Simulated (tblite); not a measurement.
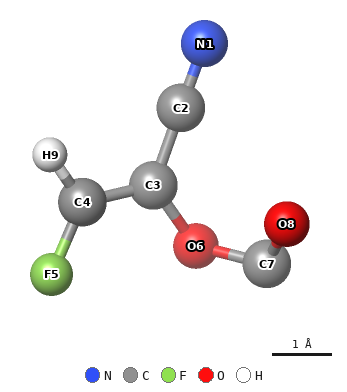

C$_{4}$HFNO$_{2}$ (multiplicity 2), before the relaxation. Style: ball-and-stick. Shown at a tilt.

Theory: GFN2-xTB geometry optimisation, gas phase (tblite 0.8.0).

```xyz
9

N     2.4684   -0.6773    0.4468
C     1.4046   -0.2961    0.0989
C     0.1159    0.1503   -0.2841
C    -0.2411    1.4017    0.0006
F    -1.4525    1.9124   -0.3166
O    -0.8094   -0.6412   -0.9666
C    -1.2212   -1.8045   -0.3435
O    -0.7319   -2.0481    0.7998
H     0.4808    2.0088    0.5397
```

What does the optimiser find from here?

The largest move after the best rigid fit is that of O8, 0.37 Å. By element the largest moves are O 0.37 Å, H 0.23 Å, C 0.14 Å, N 0.13 Å, F 0.06 Å. Near-neighbour distances that change, for instance: O6–C7 1.382 → 1.261 Å, C7–O8 1.267 → 1.184 Å, C3–O6 1.396 → 1.472 Å, N1–C2 1.182 → 1.148 Å. Bond angles that change, for instance: O6–C7–O8 117.0° → 141.4°, C2–C3–O6 123.8° → 116.2°, C3–C4–H9 116.9° → 123.9°. Over 35 geometry steps the energy falls by 19.7 kcal/mol.

History of the run:

| step | E − E(0), kcal/mol |
| --- | --- |
| 0 | 0.00 |
| 1 | 4.78 |
| 2 | -12.05 |
| 3 | -11.30 |
| 4 | -15.97 |
| 5 | -16.76 |
| 6 | -17.45 |
| 7 | -18.09 |
| 8 | -18.27 |
| 9 | -18.59 |
| 10 | -18.78 |
| 11 | -18.94 |
| 13 | -19.18 |
| 14 | -19.25 |
| 15 | -19.30 |
| 17 | -19.43 |
| 18 | -19.50 |
| 19 | -19.55 |
| 21 | -19.60 |
| 22 | -19.62 |
| 23 | -19.63 |
| 24 | -19.64 |
| 26 | -19.65 |
| 27 | -19.65 |
| 28 | -19.65 |
| 30 | -19.66 |
| 31 | -19.66 |
| 32 | -19.66 |
| 34 | -19.66 |
| 35 | -19.66 |

Final geometry:

```xyz
9

N     2.4681   -0.7464    0.3315
C     1.4465   -0.2778    0.0987
C     0.1857    0.2298   -0.2500
C    -0.2220    1.4740    0.0088
F    -1.4116    1.9233   -0.3643
O    -0.7461   -0.7197   -0.8799
C    -1.1282   -1.7489   -0.2587
O    -0.9529   -2.3361    0.7541
H     0.3741    2.2078    0.5348
```

The end point in the same view:

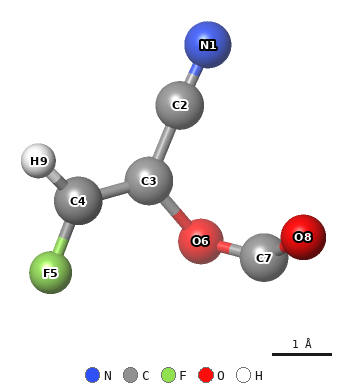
